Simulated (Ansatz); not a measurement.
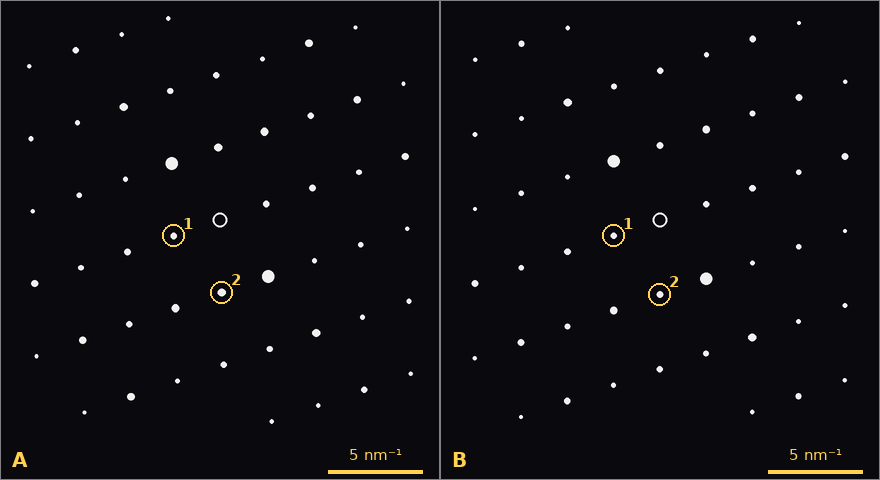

Kinematic electron diffraction patterns (300 kV, B = 0.5 Å², same scale) along [011] of the run's own cell, for the start and the end of one relaxation of SrAg2B2 with DFT, PAW plane waves, r2scan (Ansatz). k mesh 7×7×7. The start is a generated model structure, and the relaxation ends in the nearest stationary point of its symmetry, not necessarily the ground state. Spot 1 is -1 0 0 and spot 2 is 0 -1 1 in both.

Start structure:

```yaml
crystal:
  lattice:
    - [0.00000, 4.11801, 0.00000]
    - [4.11801, 0.00000, 0.00000]
    - [2.05900, 2.05900, -4.92657]
  atoms:
    - { symbol: B, position: [0.38900, 0.38900, 0.22200] }
    - { symbol: B, position: [0.61100, 0.61100, 0.77800] }
    - { symbol: Ag, position: [0.75000, 0.25000, 0.50000] }
    - { symbol: Ag, position: [0.25000, 0.75000, 0.50000] }
    - { symbol: Sr, position: [0.00000, 0.00000, 0.00000] }
```

> Which pattern belongs to the start structure, and which to the relaxed one?

A is the start: its cell gives d(1) = 3.800 Å, d(2) = 2.568 Å and an angle of 72.5°. B is the relaxed structure, with d(1) = 3.804 Å (+0.1 %), d(2) = 2.493 Å (-2.9 %) and 70.9°.

> Name reflections whose intensity changes strongly on relaxation.

0 1 -1 goes from 16 to 8.4 % of the strongest spot.

> What did the relaxation do to the structure and the energy?

The volume changed by -3.1 % to 16.20 Å³ an atom; with the mean shift removed, the atoms moved by up to 0.25 Å relative to the cell (B most); the space group stayed I4/mmm (No. 139); the free energy fell by 210 meV an atom. Relaxed cell: a = 4.166 Å, b = 4.166 Å, c = 5.519 Å, α = 67.83°, β = 67.83°, γ = 90.00°.
